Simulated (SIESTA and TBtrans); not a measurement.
System: Si chain bridged by a linear N2 unit along the axis. Leads: straight Si chain, spacing 2.25 Å. Geometry: 4 atoms about the centre moved by SIESTA (PBE, DZP) to a largest force of 0.03 eV/Å, all others as built, motion along the axis alone. Transport runs along z; the first 6 and the last 6 of the 22 atoms are the lead cells, repeated to infinity.

```xyz
22
Lattice="9.000 0.000 0.000 0.000 9.000 0.000 0.000 0.000 47.530" Properties=species:S:1:pos:R:3 pbc="F F T"
Si     4.500     4.500     0.000
Si     4.500     4.500     2.250
Si     4.500     4.500     4.500
Si     4.500     4.500     6.750
Si     4.500     4.500     9.000
Si     4.500     4.500    11.250
Si     4.500     4.500    13.500
Si     4.500     4.500    15.750
Si     4.500     4.500    18.000
Si     4.500     4.500    20.399
N      4.500     4.500    22.015
N      4.500     4.500    23.264
Si     4.500     4.500    24.881
Si     4.500     4.500    27.280
Si     4.500     4.500    29.530
Si     4.500     4.500    31.780
Si     4.500     4.500    34.030
Si     4.500     4.500    36.280
Si     4.500     4.500    38.530
Si     4.500     4.500    40.780
Si     4.500     4.500    43.030
Si     4.500     4.500    45.280
```
Starting moments (μB): atom 11 +1, atom 12 +1.

SIESTA and TBtrans, PBE, DZP numerical orbitals (energy shift 0.15 eV), PseudoDojo norm-conserving scalar-relativistic potentials, mesh cutoff 200 Ry, 300 K, spin-polarised (collinear), no spin-orbit coupling; Hamiltonian of a periodic supercell, shifted onto the leads' potential, zero bias.

Energies count from the leads' Fermi level. Transmissions are for each spin. The energy step is 0.01 eV; narrower resonances are cut or missed.

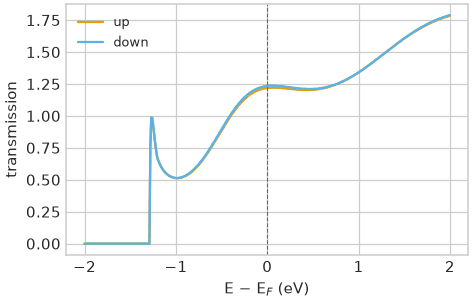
Fig. 1. Transmission against energy

| E (eV) | T up | T down | lead channels up | down |
|---|---|---|---|---|
| -2.00 | 0 | 0 | 0 | 0 |
| -1.80 | 0 | 0 | 0 | 0 |
| -1.60 | 0 | 0 | 0 | 0 |
| -1.40 | 0 | 0 | 0 | 0 |
| -1.20 | 0.66 | 0.66 | band edge | band edge |
| -1.00 | 0.51 | 0.51 | 3 | 3 |
| -0.80 | 0.58 | 0.58 | 3 | 3 |
| -0.60 | 0.77 | 0.78 | 3 | 3 |
| -0.40 | 1.00 | 1.01 | 3 | 3 |
| -0.20 | 1.16 | 1.18 | 3 | 3 |
| 0.00 | 1.22 | 1.23 | 3 | 3 |
| 0.20 | 1.22 | 1.23 | 3 | 3 |
| 0.40 | 1.20 | 1.21 | 3 | 3 |
| 0.60 | 1.21 | 1.22 | 3 | 3 |
| 0.80 | 1.26 | 1.26 | 3 | 3 |
| 1.00 | 1.34 | 1.34 | 3 | 3 |
| 1.20 | 1.44 | 1.44 | 3 | 3 |
| 1.40 | 1.55 | 1.56 | 3 | 3 |
| 1.60 | 1.65 | 1.66 | 3 | 3 |
| 1.80 | 1.73 | 1.74 | 3 | 3 |
| 2.00 | 1.78 | 1.79 | 3 | 3 |

Moments were seeded on the central atoms alone, and one start was tried. The straight chain is held at its spacing; free chains may zigzag or dimerise.
